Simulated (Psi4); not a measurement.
# How methods differ on SnBr2F2 (SMILES [F][Sn]([F])([Br])[Br])

SnBr2F2 has 5 atoms, charge 0, and is taken as a singlet. As SMILES, `[F][Sn]([F])([Br])[Br]`. The shape was relaxed beforehand at PBE0/def2-TZVP.

Each level gives the dipole moment (D). The values are calculated.

```
                                                 level                    kind  program  value (D)
   PBE-D4/def2-TZVPP (density fitting, core potential)                     GGA     Psi4       1.90
r2SCAN-D4/def2-TZVPP (density fitting, core potential)                meta-GGA     Psi4       1.92
 B3LYP-D4/def2-TZVPP (density fitting, core potential)           global hybrid     Psi4       2.05
  PBE0-D4/def2-TZVPP (density fitting, core potential)           global hybrid     Psi4       2.03
  wB97M-V/def2-TZVPP (density fitting, core potential)  range-separated hybrid     Psi4       2.01
```

The values span 1.90 to 2.05 D. Magnitudes only.

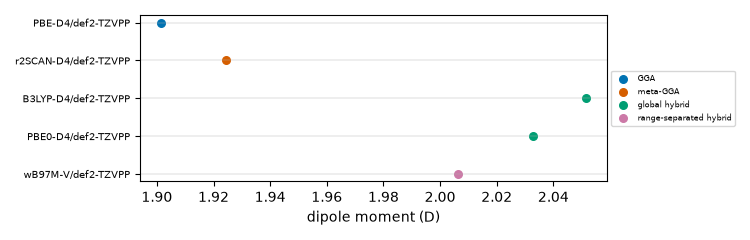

The values of the table, level by level.
